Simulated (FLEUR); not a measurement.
Band structure of MgH2 (P4_2/mnm, 6 atoms in the cell).

```yaml
crystal:
  lattice:
    - [4.52000, 0.00000, 0.00000]
    - [0.00000, 4.52000, 0.00000]
    - [0.00000, 0.00000, 3.02000]
  atoms:
    - { symbol: Mg, position: [0.00000, 0.00000, 0.00000] }
    - { symbol: Mg, position: [0.50000, 0.50000, 0.50000] }
    - { symbol: H, position: [0.30400, 0.30400, 0.00000] }
    - { symbol: H, position: [0.80400, 0.19600, 0.50000] }
    - { symbol: H, position: [0.19600, 0.80400, 0.50000] }
    - { symbol: H, position: [0.69600, 0.69600, 0.00000] }
```

Method: PBE, all-electron FLAPW (FLEUR), scalar-relativistic valence run with FLEUR.

Settings: Kmax = 4.4 1/bohr; GmaxXC = 17.6 1/bohr; xcFunctional = pbe; jspins = 1; l_soc = F; mode = hist; fermiSmearingEnergy = 0.00036749 Htr; mesh (inpgen div1-3) = 5 5 7; inpgen gamma flag = false; Gmax = 17.6 1/bohr; numbands = 0; maxIterBroyd = 15; imix = Anderson; alpha = 0.05.

The starting cell has typed, rounded lattice constants, without a prior relaxation at this level. Values depend on the basis (sphere radii, cutoffs, local orbitals), which need not be converged.

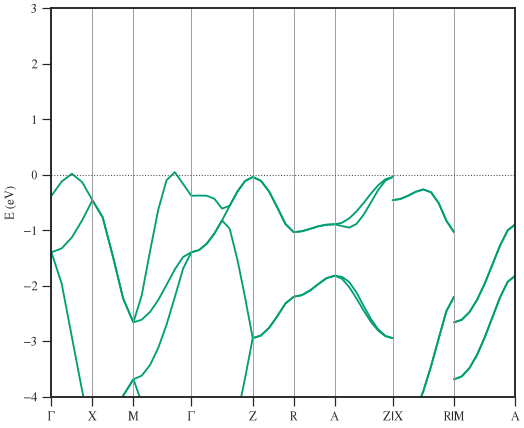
Figure. Bands along the path, energies from the Fermi level.

Levels in eV from the Fermi level, bands 9 to 16:
```tsv
point	9	10	11	12	13	14	15	16
Γ	-6.35	-1.40	-1.40	-0.38	4.79	5.03	9.19	9.19
X	-4.75	-4.75	-0.46	-0.46	5.38	5.38	10.09	10.09
M	-3.69	-3.69	-2.66	-2.66	9.05	9.05	9.21	9.21
Z	-2.94	-2.94	-0.04	-0.04	6.34	6.34	6.84	6.84
R	-2.20	-2.20	-1.04	-1.04	5.21	5.21	6.83	6.83
A	-1.82	-1.82	-0.89	-0.89	3.88	3.88	4.23	4.23
```
